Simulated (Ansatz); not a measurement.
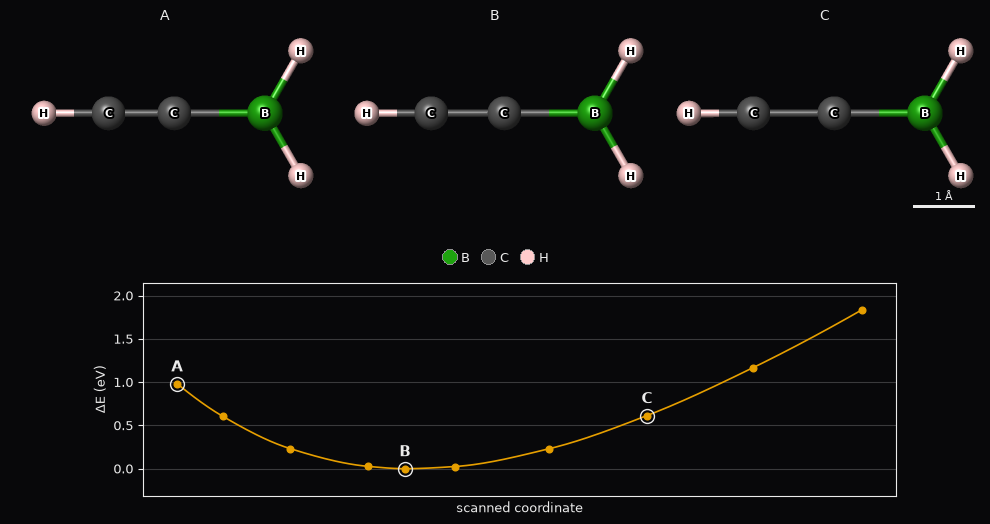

A scan of C2H3B along one coordinate. A ball-and-stick model, seen face on.

Computed with Ansatz: r2SCAN-D4, basis def2-TZVPP, on geometries moved rigidly from the minimum at PBE0-D4/def2-TZVP. Energies are counted from the PBE0-D4/def2-TZVP minimum geometry at the same level.

Which coordinate changes from frame to frame?

Answer. The C–C bond length is varied, with the rest of the molecule carried along rigidly. In the frames the distance is 1.089 Å (A), 1.210 Å (B), 1.338 Å (C). The lowest computed point lies at the distance 1.210 Å (0.000 eV). At the ends of the scan the energy is 0.980 eV (1.089 Å) and 1.837 eV (1.452 Å). The curvature at the lowest point is about 100 eV/Å² (16 mdyn/Å). The well is steeper on the short side, as for any bond.
